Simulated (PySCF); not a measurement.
# SnH2Cl (SMILES [Cl][SnH2]): ROCCSD(T)/STO-3G

Aim: the energy change on altering one bond length of SnH2Cl at ROCCSD(T)/STO-3G, from 2 runs. Input form: a Python script.

The calculation is run with PySCF 2.14.0.

7 further runs of the same task are left out: 1 that didn't finish, 6 set aside as unsound or not needed.

**1. The system as given**

SnH2Cl has 4 atoms, charge 0, and is taken as a doublet. SMILES: `[Cl][SnH2]`. The shape is that of a PBE0-D4/def2-TZVP optimisation.

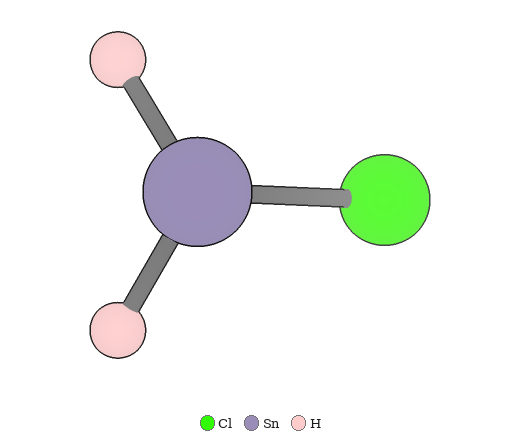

Viewed from a chosen angle; chlorine green, tin purple, hydrogen pink.

**2. The energy at ROCCSD(T)/STO-3G**

run.py reads:

```python
from pyscf import gto, scf, cc

mol = gto.M(
    atom='''
Cl    -1.882600     0.398400    -0.585000
Sn     0.380000    -0.179600    -0.397100
H      0.412500    -1.500000     0.709600
H      1.145500     1.221000     0.252100
''',
    max_memory=1860,
    basis='sto-3g',
    spin=1,
    verbose=4,
)

mf = scf.ROHF(mol)
mf.conv_tol = 1e-10
mf.kernel()
if not mf.converged:
    mf = mf.newton().run(mf.mo_coeff, mf.mo_occ)

mycc = cc.CCSD(mf, frozen=23)
mycc.kernel()
e_t = mycc.ccsd_t()
e_tot = mycc.e_tot + e_t
print('E(%s) = %.9f' % ('CCSD(T)', e_tot))
```

On the command line:

```bash
$ OMP_NUM_THREADS=1 python run.py
```

Standard output:

```text
PySCF version 2.14.0

[INPUT] num. atoms = 4
[INPUT] num. electrons = 69
[INPUT] charge = 0
[INPUT] spin (= nelec alpha-beta = 2S) = 1
[INPUT] symmetry False subgroup None
[INPUT] Mole.unit = angstrom
[INPUT] Symbol           X                Y                Z      unit          X                Y                Z       unit  Magmom
[INPUT]  1 Cl    -1.882600000000   0.398400000000  -0.585000000000 AA   -3.557598402106   0.752866888027  -1.105489782871 Bohr   0.0
[INPUT]  2 Sn     0.380000000000  -0.179600000000  -0.397100000000 AA    0.718095927335  -0.339394811972  -0.750410244065 Bohr   0.0
[INPUT]  3 H      0.412500000000  -1.500000000000   0.709600000000 AA    0.779512026383  -2.834589186848   1.340949657991 Bohr   0.0
[INPUT]  4 H      1.145500000000   1.221000000000   0.252100000000 AA    2.164681275689   2.307355598094   0.476399956003 Bohr   0.0

nuclear repulsion = 228.427548592441
number of shells = 18
number of NR pGTOs = 114
number of NR cGTOs = 38
basis = sto-3g
ecp = {}

******** <class 'pyscf.scf.rohf.ROHF'> ********
method = ROHF
initial guess = minao
damping factor = 0
level_shift factor = 0
DIIS = <class 'pyscf.scf.diis.CDIIS'>
diis_start_cycle = 1
diis_space = 8
diis_damp = 0
SCF conv_tol = 1e-10
SCF conv_tol_grad = None
SCF max_cycles = 50
direct_scf = True
direct_scf_tol = 1e-13
num. doubly occ = 34  num. singly occ = 1
Set gradient conv threshold to 1e-05
init E= -6401.55695307147
  HOMO = -0.406503515130438  LUMO = -0.160381308424207  gap/eV = 6.69733
cycle= 1 E= -6419.03997120754  delta_E= -17.5  |g|= 0.27  |ddm|= 1.69
  HOMO = -0.0327000313577118  LUMO = 0.325289241688526  gap/eV = 9.74138
cycle= 2 E= -6419.07535616828  delta_E= -0.0354  |g|= 0.0286  |ddm|= 0.416
  HOMO = -0.05885271590219  LUMO = 0.307792006878885  gap/eV = 9.97691
cycle= 3 E= -6419.07616986392  delta_E= -0.000814  |g|= 0.00597  |ddm|= 0.0753
  HOMO = -0.0576486620289527  LUMO = 0.308569703957075  gap/eV = 9.96531
cycle= 4 E= -6419.0762060182  delta_E= -3.62e-05  |g|= 0.000756  |ddm|= 0.0168
  HOMO = -0.057680275325019  LUMO = 0.308498899759197  gap/eV = 9.96424
cycle= 5 E= -6419.07620653116  delta_E= -5.13e-07  |g|= 8.16e-05  |ddm|= 0.00209
  HOMO = -0.057641240139276  LUMO = 0.308502705726145  gap/eV = 9.96328
cycle= 6 E= -6419.07620653605  delta_E= -4.89e-09  |g|= 1.02e-05  |ddm|= 0.000174
  HOMO = -0.0576461710499561  LUMO = 0.308503354637518  gap/eV = 9.96344
cycle= 7 E= -6419.07620653617  delta_E= -1.18e-10  |g|= 1.91e-06  |ddm|= 3.03e-05
  HOMO = -0.0576455948898615  LUMO = 0.308503298597678  gap/eV = 9.96342
cycle= 8 E= -6419.07620653617  delta_E= -1.82e-12  |g|= 5.42e-07  |ddm|= 5.64e-06
  HOMO = -0.0576456070663079  LUMO = 0.308503281231241  gap/eV = 9.96342
Extra cycle  E= -6419.07620653617  delta_E= -1.82e-12  |g|= 2.42e-07  |ddm|= 1.42e-06
converged SCF energy = -6419.07620653617

WARN: RCCSD method does not support ROHF method. ROHF object is converted to UHF object and UCCSD method is called.

******** <class 'pyscf.cc.uccsd.UCCSD'> ********
CC2 = 0
CCSD nocc = (np.int64(12), np.int64(11)), nmo = (15, 15)
frozen orbitals 23
max_cycle = 50
direct = 0
conv_tol = 1e-07
conv_tol_normt = 1e-06
diis_space = 6
diis_start_cycle = 0
diis_start_energy_diff = 1e+09
Init t2, MP2 energy = -0.0300854615276979
Init E_corr(UCCSD) = -0.0302041673422338
cycle = 1  E_corr(UCCSD) = -0.0397686988764045  dE = -0.00956453153  norm(t1,t2) = 0.051358
cycle = 2  E_corr(UCCSD) = -0.0435361467026365  dE = -0.00376744783  norm(t1,t2) = 0.0213543
cycle = 3  E_corr(UCCSD) = -0.0461058667067812  dE = -0.00256972  norm(t1,t2) = 0.0096409
cycle = 4  E_corr(UCCSD) = -0.0460942824304936  dE = 1.15842763e-05  norm(t1,t2) = 0.00184475
cycle = 5  E_corr(UCCSD) = -0.0460882529248055  dE = 6.02950569e-06  norm(t1,t2) = 0.000752596
cycle = 6  E_corr(UCCSD) = -0.0460991425948154  dE = -1.088967e-05  norm(t1,t2) = 0.000268613
cycle = 7  E_corr(UCCSD) = -0.0460975270612799  dE = 1.61553354e-06  norm(t1,t2) = 7.24582e-05
cycle = 8  E_corr(UCCSD) = -0.0460976369574575  dE = -1.09896178e-07  norm(t1,t2) = 2.73298e-05
cycle = 9  E_corr(UCCSD) = -0.0460973905147773  dE = 2.4644268e-07  norm(t1,t2) = 1.17878e-05
cycle = 10  E_corr(UCCSD) = -0.046097545777303  dE = -1.55262526e-07  norm(t1,t2) = 3.8075e-06
cycle = 11  E_corr(UCCSD) = -0.0460975968250545  dE = -5.10477515e-08  norm(t1,t2) = 1.23788e-06
cycle = 12  E_corr(UCCSD) = -0.0460975984174554  dE = -1.59240086e-09  norm(t1,t2) = 4.81656e-07
UCCSD converged
E(UCCSD) = -6419.122304134587  E_corr = -0.04609759841745536
UCCSD(T) correction = -0.00058618790744338
E(CCSD(T)) = -6419.122890322
```

Run time: 0.92 s. Hardware: 1 thread of Arm Neoverse V2, shared host; peak memory 0.12 GiB.

**3. The distorted shape**

input.py reads:

```python
from pyscf import gto, cc

mol = gto.M(
    atom='''
Cl    -1.921601     1.982909    -1.913064
Sn     0.340999     1.404909    -1.725164
H      0.412500    -1.500000     0.709600
H      1.106499     2.805509    -1.075964
''',
    max_memory=1860,
    basis='sto-3g',
    spin=1,
    verbose=3,
    charge=0,
)

mf = mol.ROHF()
mf.conv_tol = 1e-10
mf.kernel()
if not mf.converged:
    mf = mf.newton().run(mf.mo_coeff, mf.mo_occ)

mycc = cc.CCSD(mf, frozen=23)
mycc.kernel()
e_t = mycc.ccsd_t()
etot = mycc.e_tot + e_t
print('E(%s) = %.9f' % ('CCSD(T)', etot))
```

On the command line:

```bash
$ OMP_NUM_THREADS=1 python input.py
```

Standard output:

```text
converged SCF energy = -6418.9476790771

WARN: RCCSD method does not support ROHF method. ROHF object is converted to UHF object and UCCSD method is called.

E(UCCSD) = -6418.993240164936  E_corr = -0.04556108783623194
UCCSD(T) correction = -0.000793851922825305
E(CCSD(T)) = -6418.994034017
```

Wall time 1.1 s (1 thread of Arm Neoverse V2, shared host); peak memory 0.12 GiB.

**4. Summary of results**

At ROCCSD(T)/STO-3G, 23 core orbitals frozen:

| quantity | value |
| --- | --- |
| first shape: total energy | -6419.12289 Eh |
| first shape: dipole moment (Hartree–Fock density) | 4.01 D |
| first shape: correlation energy (23 core orbitals frozen) | -46.7 mEh |
| first shape: (T) correction | -0.59 mEh |
| first shape: ⟨S²⟩ of the reference determinant | 0.750 |
| first shape: T1 diagnostic | 0.007 |
| distorted shape: total energy | -6418.99403 Eh |
| distorted shape: dipole moment (Hartree–Fock density) | 3.09 D |
| distorted shape: correlation energy (23 core orbitals frozen) | -46.4 mEh |
| distorted shape: (T) correction | -0.79 mEh |
| distorted shape: ⟨S²⟩ of the reference determinant | 0.750 |
| distorted shape: T1 diagnostic | 0.008 |
| energy change with the Sn2–H3 bond stretched from 1.723 to 3.791 Å | 3.506 eV |

In words: With the Sn2–H3 bond stretched from 1.723 to 3.791 Å the energy rises by 3.51 eV (338 kJ/mol). The first shape isn't relaxed at this level, so the change isn't measured from a minimum. The minimal basis adds a large error of its own. Mulliken charges (first shape) of the mean-field density run from -0.46 on Cl1 to +0.79 on Sn2; they depend strongly on the basis. The triples (first shape) make up 1.3 % of the correlation energy. Relativity is left out (first shape) although the molecule holds a heavy atom. The triples (distorted shape) make up 1.7 % of the correlation energy. Relativity is left out (distorted shape) although the molecule holds a heavy atom.
